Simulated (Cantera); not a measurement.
Feed: 1 mol Si, a varied amount of CO₂, 48 mol N₂, equilibrated at 1623 K and 0.00133 bar.

Method: chemical equilibrium by Gibbs-energy minimisation in Cantera with the NASA 1993 tables (ideal gas, pure condensed phases). Candidate condensed phases: C, Si, SiC, SiO₂, Si₂N₂O, Si₃N₄; 34 gas species. Mutual solubility and eutectic melting of coexisting phases are not modelled. The tables hold silica as quartz up to 1696 K and as liquid above; real silica turns to tridymite and cristobalite and melts near 1996 K. Rates play no part.

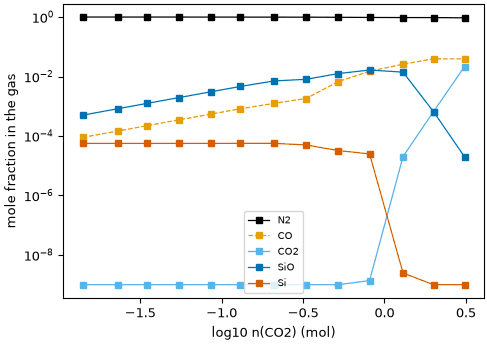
Figure: Equilibrium gas composition (values under 1e-9 drawn at 1e-9)

From 0.014 mol CO₂ to 0.13 mol CO₂ the condensed part is SiC(s) + Si₃N₄(s). At 0.21 mol CO₂ the condensed part is SiC(s) + Si₂N₂O(s) + Si₃N₄(s). From 0.33 mol CO₂ to 0.81 mol CO₂ the condensed part is SiC(s) + Si₂N₂O(s). From 1.3 mol CO₂ to 3.1 mol CO₂ the condensed part is SiO₂(β-quartz). The main Si-bearing gas is SiO throughout. The share of Si in condensed phases is highest at 3.1 mol CO₂ (99.9 %) and lowest at 0.81 mol CO₂ (18.1 %).
